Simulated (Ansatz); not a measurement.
# Ge4N: the cost of one run

Program: Ansatz 0.2.0. Level of theory: DFT PBE, scalar-relativistic, plane waves, PAW. These are calculated values, not measurements.

1 further run of the same task is left out (it didn't finish).

**1. Starting point**

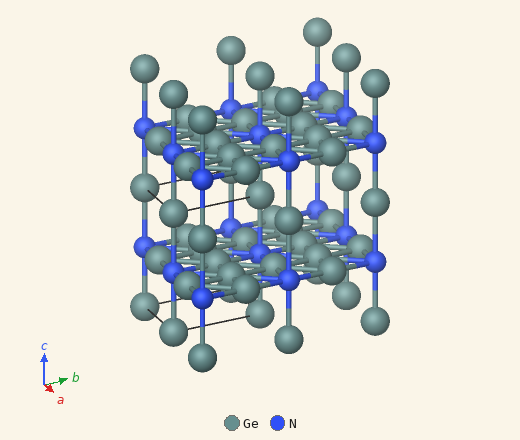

The starting structure, seen slightly off an axis (germanium teal, nitrogen blue). 2×2×2 cells are drawn. Atoms on the faces are drawn again on the opposite ones.

Structure file:

```
CELL_PARAMETERS angstrom
4.37320 0.00000 0.00000
-2.18660 3.78730 0.00000
0.00000 0.00000 4.44431
ATOMIC_POSITIONS crystal
Ge 0.50000 0.00000 0.50000
Ge 0.00000 0.50000 0.50000
Ge 0.50000 0.50000 0.50000
Ge 0.00000 0.00000 0.00000
N 0.00000 0.00000 0.50000
```

The cell is invented: random cell by space group and Wyckoff sites (P6/mmm, No. 191). The dimensions are guesses.

**2. A first look at the guess**

The input, input.yaml:

```yaml
crystal:
  lattice:
    - [4.37319595, 0.0, 0.0]
    - [-2.18659797, 3.78729879, 0.0]
    - [0.0, 0.0, 4.44431123]
  atoms:
    - { symbol: Ge, position: [0.5, 0.0, 0.5] }
    - { symbol: Ge, position: [0.0, 0.5, 0.5] }
    - { symbol: Ge, position: [0.5, 0.5, 0.5] }
    - { symbol: Ge, position: [0.0, 0.0, 0.0] }
    - { symbol: "N", position: [0.0, 0.0, 0.5] }
basis:
  ecutwfc: 420
kpoints:
  mp_grid: { grid: [6, 6, 4] }
hamiltonian:
  xc: pbe
scf:
  occupations: { method: gaussian, width: 0.1 }
  lower_state_search: "off"
output:
  forces: true
  stress: true
  eigenvalues: true
```

Launch:

```
$ ansatz run input.yaml --threads 1 --pin off --max-ram 2048MiB --backend cpu --events-out ev --progress --plain --runs-dir out
```

**Question.** How long does this run take on 1 thread of Arm Neoverse V2, shared host, and how much memory does it need?

About 3 s, with a peak of 0.33 GiB.
